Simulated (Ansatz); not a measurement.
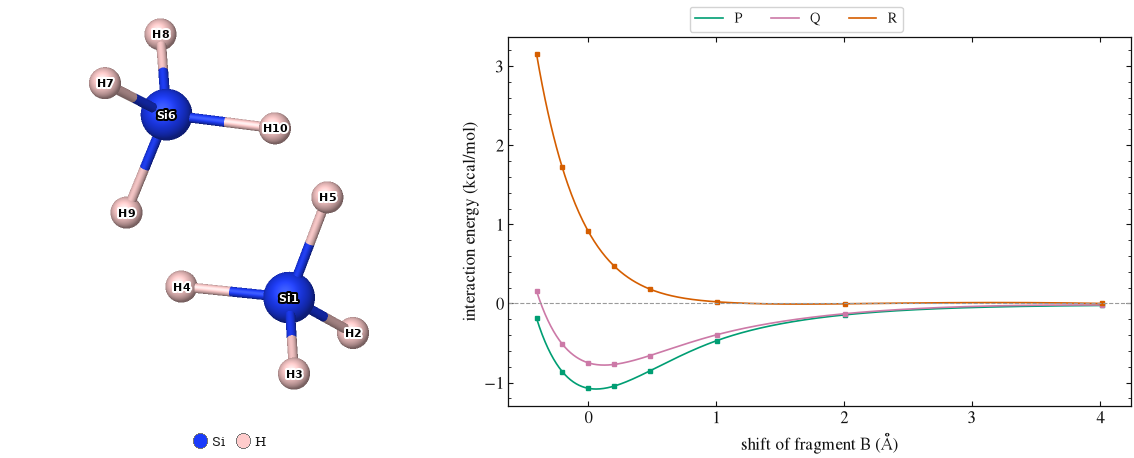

Interaction curve of the pair H₄Si (A) and H₄Si (B), from the arrangement drawn (closest contact, H···H pairs aside, H4···Si6 3.26 Å and its like; others can bind more strongly), without the energy that it costs to deform the partners. The Ansatz code, def2-TZVPPD, cores frozen in correlated methods. Fragment B of a pair is moved rigidly from the minimum (PBE0-D4/def2-TZVP) along the line between the fragments' mean atom positions; interaction energies with counterpoise. Splines pass through the computed points, which are marked.

The curves are B3LYP-D4, CCSD(T) and HF. Which is which?

Answer. P: B3LYP-D4 (−0.19 kcal/mol at −0.40 Å); Q: CCSD(T) (0.16 kcal/mol at −0.40 Å); R: HF (3.15 kcal/mol at −0.40 Å).
